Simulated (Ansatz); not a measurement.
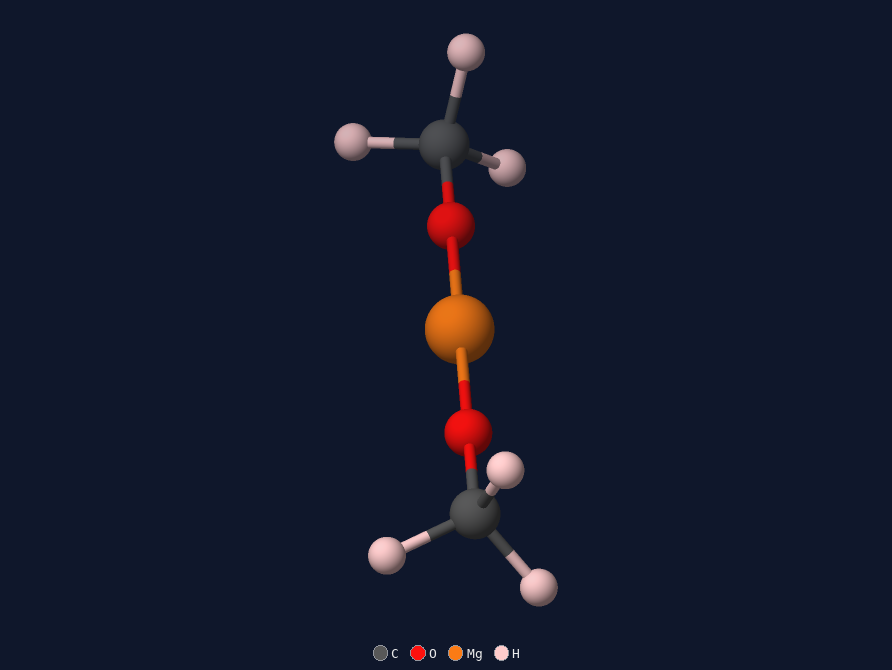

Every bond is drawn as one stick, whatever its order.

Describe the molecule.

It has 11 atoms: 2 carbon, 6 hydrogen, 1 magnesium and 2 oxygen (C2H6MgO2). SMILES: `C[O][Mg][O]C`. Coordination: 2 C tetrahedral; 2 O linear; 1 Mg linear.

More results for the same structure follow; atom numbers are the same in all pictures, views and colours differ. The computed structure is the end point of a PBE0-D4/def2-TZVP optimisation.

## Vibrations

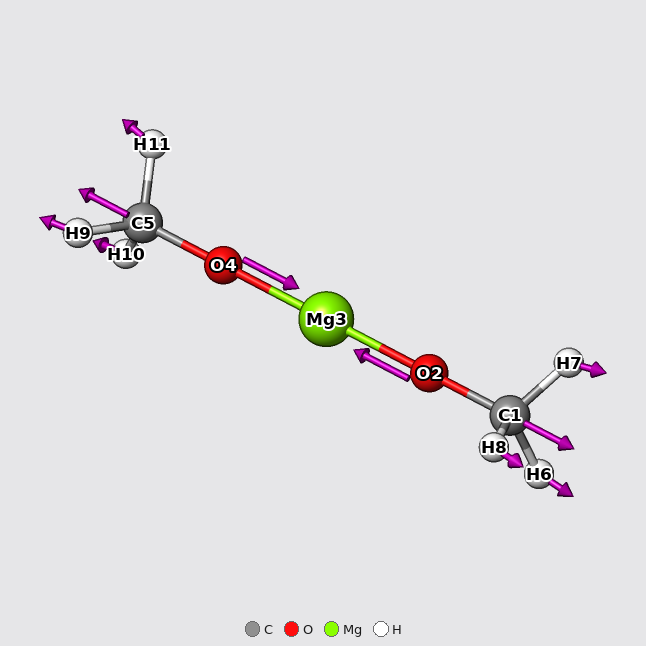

The arrows show one normal mode. Harmonic vibrations computed with RKS PBE0-D4/def2-TZVP (Ansatz 0.2.0) at a stationary point of the same level.

Describe the motion.

Mostly in-phase stretching of 2 C–O bonds.

At what wavenumber does it lie?

1277 cm⁻¹; it is mode 14 of 27 counted from the lowest.

## Levels of theory compared

Program: Ansatz 0.2.0.

At this fixed geometry, give dipole (D) at these levels: B3LYP-D4/def2-TZVPP; PBE-D4/def2-TZVPP; PBE0-D4/def2-TZVP; r2SCAN-D4/def2-TZVPP; ωB97M-V/def2-TZVPP.

```json
{"level": "B3LYP-D4/def2-TZVPP", "dipole (D)": "0.00"}
{"level": "PBE-D4/def2-TZVPP", "dipole (D)": "0.00"}
{"level": "PBE0-D4/def2-TZVP", "dipole (D)": "0.00"}
{"level": "r2SCAN-D4/def2-TZVPP", "dipole (D)": "0.00"}
{"level": "ωB97M-V/def2-TZVPP", "dipole (D)": "0.00"}
```

## Charges

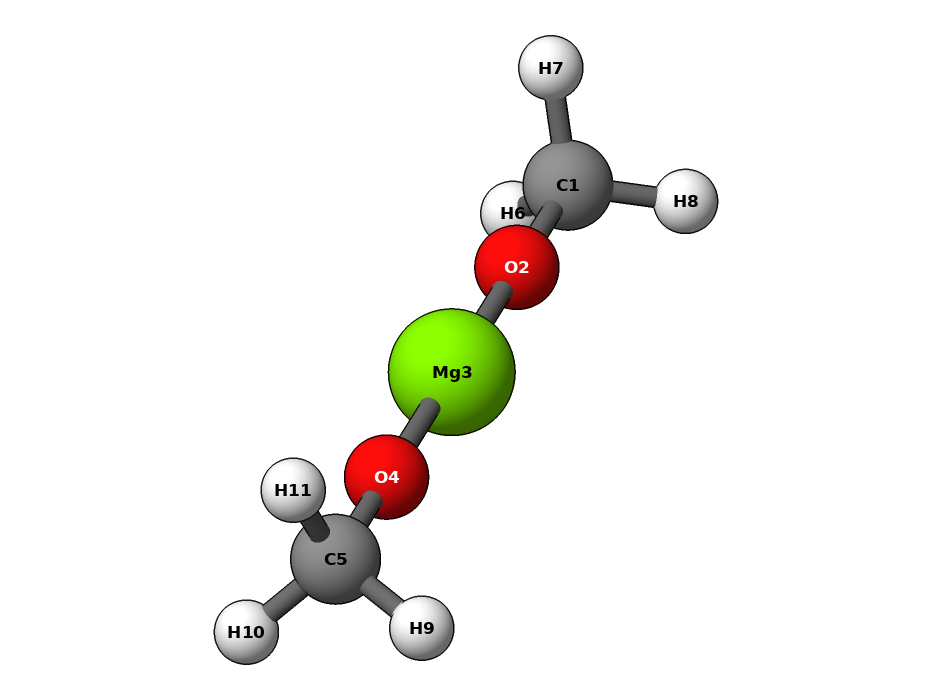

The questions are on Mulliken charges. Method: RKS ωB97M-V/def2-TZVPP (Ansatz 0.2.0).

Which atom carries the highest charge (most positive or least negative)?

Mg3 (0.97 e).

And the lowest?

O2, O4 (−0.63 e).

Give the Mulliken charges atom by atom.

| atom | value (e) |
| --- | --- |
| C1 | −0.13 |
| O2 | −0.63 |
| Mg3 | 0.97 |
| O4 | −0.63 |
| C5 | −0.13 |
| H6 | 0.09 |
| H7 | 0.09 |
| H8 | 0.09 |
| H9 | 0.09 |
| H10 | 0.09 |
| H11 | 0.09 |

Mulliken values depend strongly on the basis set and can even reverse the polarity of a bond.
